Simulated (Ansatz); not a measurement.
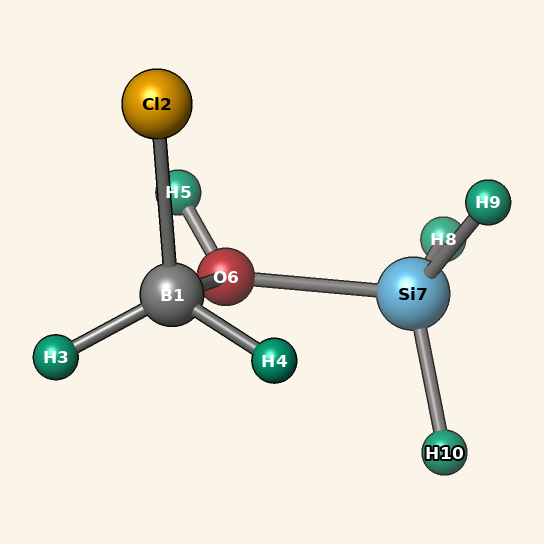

O6 lies behind B1. The molecule seen a little off the B1–O6 bond, B1 in front. Atoms fade into the background with distance from the viewer. The geometry was computed by an optimisation with PBE0-D4/def2-TZVP.

What is the torsion angle Cl2–B1–O6–Si7? The sign is positive where the front bond must turn clockwise to cover the back bond.

Answer. 96°, about perpendicular.
